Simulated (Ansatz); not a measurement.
# LiTa2 in the C11b ordering: lattice stability ahead of a resistivity run, part 3 of 3

The plan: relax LiTa2 in the C11b ordering, check its phonons, and, if the lattice is stable, compute its Eliashberg function and ρ(T).

Ansatz 0.2.0; DFT PBE, scalar-relativistic, plane waves, PAW.

So far, highest frequency, solved or plainly interpolated (cm⁻¹): step 5 (phonons by linear response: q 2×2×2, k 6×6×6) 475. Also lowest frequency on the path (cm⁻¹): step 5 -57.4. The relaxed cell has a = 3.363, c = 8.754 Å (conventional setting).

The structure was built from a prototype and need not be the compound's stable phase.

## Step 6: Phonons by linear response: q 2×2×2, k 8×8×8

An imaginary mode on so few k-points may come from the sampling, so the phonons are repeated with another k mesh.

File input.yaml:

```yaml
crystal:
  lattice:
    - [3.3634950796, 0.0, 1.6624e-06]
    - [0.0, 3.3634950796, 1.6624e-06]
    - [1.6817453764, 1.6817453764, 4.3770805045]
  atoms:
    - { symbol: Li, position: [0.0, 0.0, 0.0] }
    - { symbol: Ta, position: [0.6645889671, 0.6645889671, 0.6708220658] }
    - { symbol: Ta, position: [0.3354110329, 0.3354110329, 0.3291779342] }
kpoints:
  mp_grid: { grid: [8, 8, 8] }
hamiltonian:
  xc: pbe
scf:
  occupations: { method: methfessel_paxton, width: 0.2 }
output:
  eigenvalues: true
phonons:
  method: dfpt
  qmesh: [2, 2, 2]
  temperatures: { t_max: 1000, t_step: 50 }
  qpath:
    path:
      - [[0.0, 0.0, 0.0], [0.5, 0.5, 0.5], [0.5, 0.5, 0.75], [0.5, 0.0, 0.5], [0.0, 0.0, 0.0], [0.0, 0.0, 0.5], [0.4261887, 0.0, 0.71309435]]
      - [[0.5738113, 0.0, 0.28690565], [0.0, 0.0, 0.0]]
      - [[0.5, 0.5, 0.5], [0.5738113, 0.4261887, 0.5]]
      - [[0.4261887, 0.4261887, 0.9261887], [0.0, 0.0, 0.5]]
    npoints: 10
```

The mesh is denser.

Started as:

```sh
> ansatz run input.yaml --threads 4 --pin off --max-ram 8192MiB --backend cpu --events-out ev --progress --plain --runs-dir out
```

Numbers of over 12 decimals in the logs are rounded to 6 here.

What it wrote:

```text
[...]
Crystal: 3 atoms, lattice volume = 49.518 Å³
Basis set: ecut = 420 eV, 987 PW (Γ), exchange–correlation on 72×72×72 points (8 copies of the dense FFT grid, shifted against one another)
Bands: 19, of which v1, the nominal top of the filled ones, is band 15 counted from 1 (14 counted from 0)
Symmetry: 16 space group operations
k-points: 59 of 512
[...]
SCF iter   1: F=—  HF=-20067.880583 eV  |F-HF|=—  |Δ(HF+E_count)|=         —  Δρ=5.71e-3  dr2=2.21e-2  ethr=1.77e-3  ⟨swp⟩=4.8  Hψ=4876  notcnv=0
[...]
SCF iter   9: F=-20067.876186 eV  HF=-20067.876186 eV  |F-HF|=3.64e-12  |Δ(HF+E_count)|=  7.28e-12  S|Δr|=    0.00e0  Δρ=3.47e-8  dr2=4.25e-13  ethr=1.00e-12  ⟨swp⟩=5.1  Hψ=4274  notcnv=0
[...]
SCF 1 converged in 9 iterations: F = -20067.876186 eV  dr2 = 4.25e-13
[...]
SCF converged after 9 iterations
[...]
Free energy (F): -20067.876186 eV
[...]
Internal energy: -20067.877246 eV  (E = F + TS)
E sigma→0 (E₀):  -20067.876451 eV
Entropy (-TS):   0.001060 eV (0.353 meV/atom)
Fermi energy:    14.151812 eV
[...]
--- Band table (eV; the first three rows and the last of 59) ---
  k-point 0: bands = [... 11 lower, 11.6411, 14.1544, 15.1132, 15.2782, 15.5226, 15.5226, 15.7845, 15.7845]
  k-point 1: bands = [... 11 lower, 11.5668, 13.8951, 15.1213, 15.1213, 15.2834, 15.3060, 16.3101, 16.3101]
  k-point 2: bands = [... 11 lower, 11.4065, 13.2176, 14.7436, 14.7436, 15.3762, 15.6916, 17.0582, 17.0582]
  k-point 58: bands = [... 11 lower, 12.3344, 12.3344, 14.0340, 14.0340, 15.2582, 18.3685, 18.3685, 18.5937]
[...]
ASR residual: 1.267e-5 → 0.000e0 eV/Å²; symmetrization residual: 1.910e-4 eV/Å²
  ASR residual per site (eV/Å²): 4.78e-6 1.27e-5 1.27e-5
  Γ frequencies (cm⁻¹): 0.00 0.00 0.00 128.46 128.46 149.82 440.35 473.38 473.38
--- Phonons (arbitrary-q DFPT): 4 irreducible q on the 2×2×2 mesh ---
[...]
interpolated dispersion: 94 rows × 9 modes
[...]
```

Wall time 53 s (4 threads of Arm Neoverse V2, shared host); peak memory 0.85 GiB.

Numbers from this step:

```
share of imaginary modes in the plain interpolation between solved wavevectors : 0.0074
```

Solved on the 2×2×2 mesh alone; all other wavevectors are interpolated. Phonon branches along the path, in cm⁻¹:

```csv
point,branch 1,branch 2,branch 3,branch 4,branch 5,branch 6,branch 7,branch 8,branch 9
Γ,0,0,0,128,128,150,440,473,473
X,-50,77,94,94,117,127,450,455,463
P,33,33,97,97,118,127,450,459,459
N,75,92,99,111,116,136,435,457,473
Γ,0,0,0,128,128,150,440,473,473
M,67,67,98,111,111,174,445,463,463
S,85,86,86,117,132,133,437,455,471
jump to S0,85,86,86,117,132,133,437,455,471
Γ,0,0,0,128,128,150,440,473,473
jump to X,-50,77,94,94,117,127,450,455,463
R,-24,78,91,97,121,125,449,456,463
jump to G,-24,78,91,97,121,125,449,456,463
M,67,67,98,111,111,174,445,463,463
```

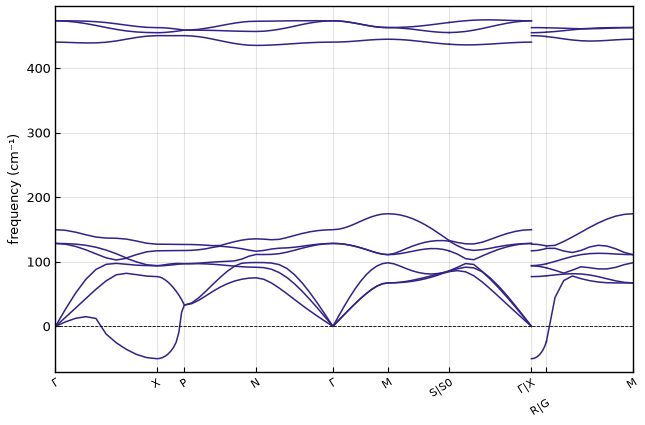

Phonon branches along the path.

Lowest modes at the softest wavevector of the mesh. The modes at q = (0.500, 0.500, 0.000) (shares of kinetic energy by element, %) (negative means imaginary):

```csv
mode,frequency (cm⁻¹),Li %,Ta %
1,-50.1,3,97
2,77.1,0,100
3,93.7,0,100
4,94.1,2,98
5,117.1,0,100
6,127.3,0,100
```

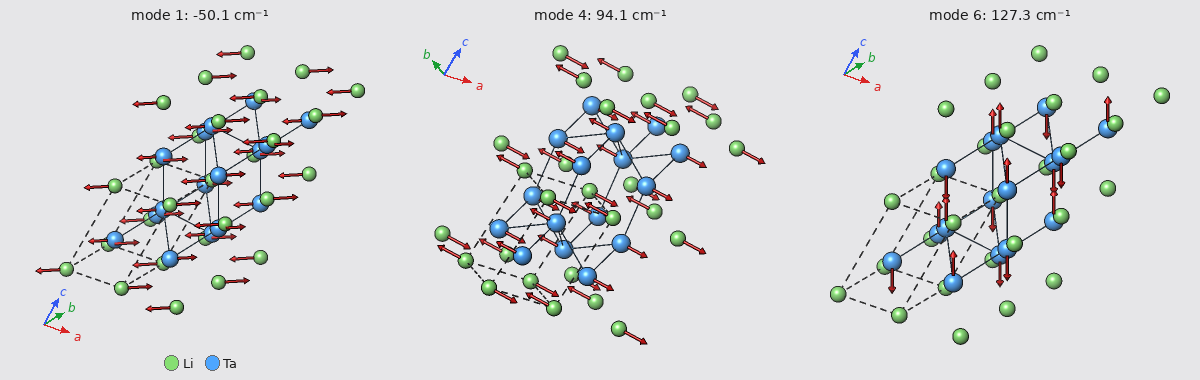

Displacement patterns of modes 1, 4 and 6 at q = (0.500, 0.500, 0.000); arrows are exaggerated. 2×2×2 cells are drawn. The axes are those of the cell as run, not the conventional ones. Some periodic images of atoms are drawn too.

The modes has structure finer than the step of the table below, so its rows give means over 50 cm⁻¹, whole bins alone (the curve runs from -59.6 to 499 cm⁻¹). Peaks (cm⁻¹: height): Li 439.4: 0.0746, 464.0: 0.104; Ta 91.5: 0.081, 119.6: 0.0955.

Phonopy on the run's constants, 19x19x13 mesh, Gaussian sigma 4.0 cm⁻¹. Modes against wavenumber; means over each step; values in 1/cm⁻¹/cell:

```csv
wavenumber (cm⁻¹),Li,Ta
0,4.8e-5,0.00215
50,2.9e-4,0.0244
100,4.2e-4,0.0673
150,9.4e-5,0.0245
200,5.1e-7,7.6e-5
250,0,0
300,0,0
350,0,0
400,1.3e-5,3.2e-7
450,0.0566,8.4e-4
```

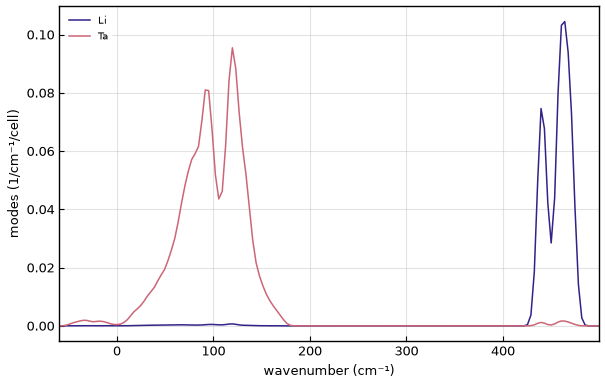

Modes, plotted against wavenumber.

No LO-TO term; unit eigenvectors of the mass-weighted matrix. Modes at Γ, with each element's share of the kinetic energy:

```csv
mode,frequency (cm⁻¹),symmetry,Li %,Ta %
1,0.0,unnamed,2,98
2,0.0,unnamed,2,98
3,0.0,unnamed,2,98
4,128.5,Eg,0,100
5,128.5,Eg,0,100
6,149.8,A1g,0,100
7,440.4,A2u,98,2
8,473.4,Eu,98,2
9,473.4,Eu,98,2
```

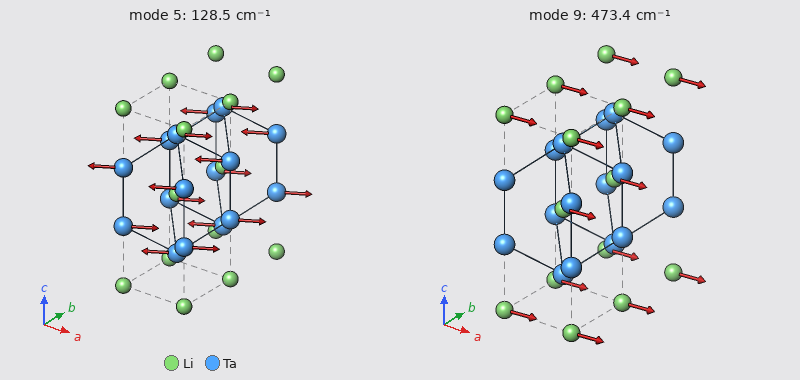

Displacement patterns of modes 5 and 9 at Γ; arrows are exaggerated. 1×2×1 conventional cells are drawn. Some periodic images of atoms are drawn too.

Among the solved wavevectors the lowest mode, translations apart, is -50.1 cm⁻¹, imaginary.

## Step 7: Phonons by linear response: Fermi–Dirac smearing of 0.3 eV

The phonons are repeated on the same meshes with a wide Fermi–Dirac smearing, to see whether the soft mode comes from sharp features of the Fermi surface.

Changes to input.yaml since step 6:

```diff
@@ -14,3 +14,3 @@
 scf:
-  occupations: { method: methfessel_paxton, width: 0.2 }
+  occupations: { method: fermi_dirac, width: 0.3 }
 output:
```

What it wrote:

```text
band count auto-derived: 20 (N_el = 29.0; filled up to band 15; 19 by the electrons, moments and atoms)
[...]
Crystal: 3 atoms, lattice volume = 49.518 Å³
Basis set: ecut = 420 eV, 987 PW (Γ), exchange–correlation on 72×72×72 points (8 copies of the dense FFT grid, shifted against one another)
Bands: 20, of which v1, the nominal top of the filled ones, is band 15 counted from 1 (14 counted from 0)
Symmetry: 16 space group operations
k-points: 59 of 512
[...]
SCF iter   1: F=—  HF=-20068.253505 eV  |F-HF|=—  |Δ(HF+E_count)|=         —  Δρ=4.82e-3  dr2=2.56e-2  ethr=1.77e-3  ⟨swp⟩=5.2  Hψ=5068  notcnv=0
[...]
SCF iter   9: F=-20068.247715 eV  HF=-20068.247715 eV  |F-HF|=3.64e-12  |Δ(HF+E_count)|=  1.46e-11  Δρ=4.24e-8  dr2=6.90e-13  ethr=1.00e-12  ⟨swp⟩=5.0  Hψ=4486  notcnv=0
SCF 1 converged in 9 iterations: F = -20068.247715 eV  dr2 = 6.90e-13
[...]
SCF converged after 9 iterations
Free energy (F): -20068.247715 eV
[...]
Internal energy: -20067.463105 eV  (E = F + TS)
E sigma→0 (E₀):  -20067.855410 eV
Entropy (-TS):   -0.784610 eV (-261.537 meV/atom)
Fermi energy:    14.238986 eV
[...]
--- Band table (eV; the first three rows and the last of 59) ---
  k-point 0: bands = [... 11 lower, 11.6350, 14.1858, 15.1168, 15.2823, 15.5444, 15.5444, 15.7984, 15.7984, ... 1 higher]
  k-point 1: bands = [... 11 lower, 11.5609, 13.9263, 15.1410, 15.1410, 15.2867, 15.3101, 16.3261, 16.3261, ... 1 higher]
  k-point 2: bands = [... 11 lower, 11.4011, 13.2502, 14.7637, 14.7637, 15.3801, 15.6945, 17.0741, 17.0741, ... 1 higher]
  k-point 58: bands = [... 11 lower, 12.3500, 12.3500, 14.0350, 14.0350, 15.2943, 18.3762, 18.3762, 18.6013, ... 1 higher]
[...]
ASR residual: 1.341e-3 → 0.000e0 eV/Å²; symmetrization residual: 1.913e-4 eV/Å²
  ASR residual per site (eV/Å²): 1.58e-5 1.34e-3 1.34e-3
  Γ frequencies (cm⁻¹): 0.00 0.00 0.00 122.10 122.10 143.58 446.71 465.05 465.05
--- Phonons (arbitrary-q DFPT): 4 irreducible q on the 2×2×2 mesh ---
[...]
interpolated dispersion: 94 rows × 9 modes
[...]
```

The job ended after 57 s (4 threads; peak memory 0.87 GiB; 3.7 min of CPU time).

Numbers from this step:

* share of imaginary modes in the plain interpolation between solved wavevectors: 0.0058
* highest frequency, solved or plainly interpolated: 467.9 cm⁻¹

Solved on the 2×2×2 mesh alone; all other wavevectors are interpolated. The phonon branches at the labelled points (cm⁻¹):

```csv
point,branch 1,branch 2,branch 3,branch 4,branch 5,branch 6,branch 7,branch 8,branch 9
Γ,0,0,0,122,122,144,447,465,465
X,-44,70,100,110,122,135,447,454,454
P,27,27,110,115,115,135,450,450,454
N,72,95,101,109,115,136,443,450,467
Γ,0,0,0,122,122,144,447,465,465
M,63,63,101,102,102,162,450,456,456
S,80,82,95,114,132,132,445,448,465
jump to S0,80,82,95,114,132,132,445,448,465
Γ,0,0,0,122,122,144,447,465,465
jump to X,-44,70,100,110,122,135,447,454,454
R,-10,72,102,109,122,132,448,453,454
jump to G,-10,72,102,109,122,132,448,453,454
M,63,63,101,102,102,162,450,456,456
```

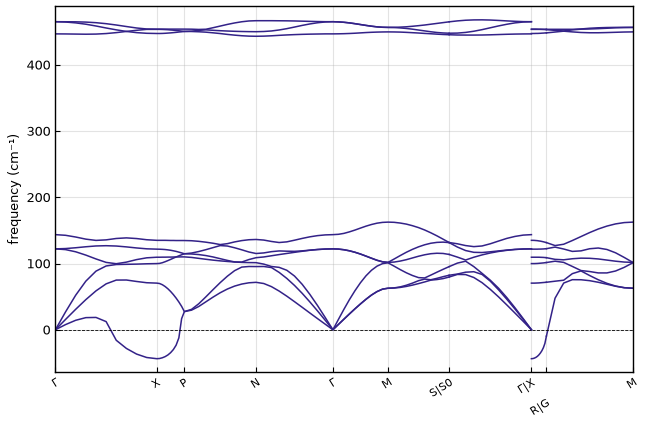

Phonon branches along the path.

Lowest modes at the softest wavevector of the mesh. Modes at q = (0.500, 0.500, 0.000), with each element's share of the kinetic energy (negative means imaginary):

```csv
mode,frequency (cm⁻¹),Li %,Ta %
1,-43.7,3,97
2,70.4,0,100
3,99.9,3,97
4,109.5,0,100
5,121.7,0,100
6,135.0,0,100
```

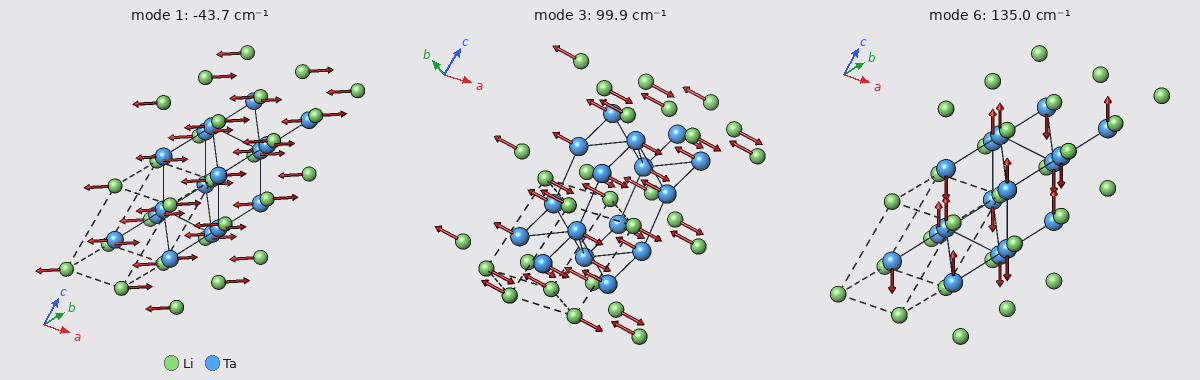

Displacement patterns of modes 1, 3 and 6 at q = (0.500, 0.500, 0.000); arrows are exaggerated. 2×2×2 cells are drawn. The axes are those of the cell as run, not the conventional ones. Some periodic images of atoms are drawn too.

Among the solved wavevectors the lowest mode, translations apart, is -43.7 cm⁻¹, imaginary.

## Step 8: Summary of results

| Quantity | Value |
| --- | --- |
| phonon run of the rows without a label of their own | PBE, q 2×2×2, k 8×8×8 |
| softest mode on the q mesh | -50.1 cm⁻¹ at q = (0.5, 0.5, 0) |
| highest frequency, solved or plainly interpolated | 475 cm⁻¹ |

What this shows: The lattice is dynamically unstable at this level: a mode at q = (0.5, 0.5, 0) is imaginary, 50.1i cm⁻¹, so no harmonic coupling constant or resistivity is defined for this structure. These meshes are coarse, and single modes of a metal can move by tens of cm⁻¹ with the k mesh. Spin–orbit coupling, left out here, matters for Ta. The structure was built by hand as an ordered model, and its stability against other phases was not tested.

[Logs are printed without paths, hosts, clocks, repeated set-up lines and the standing remarks that a program may print on its own settings, such as how far it seeks lower states.]

[Hosts, paths, dates, database ids (printed as entryN), source tags and the programs' standing remarks are cut or masked in the printed files.]
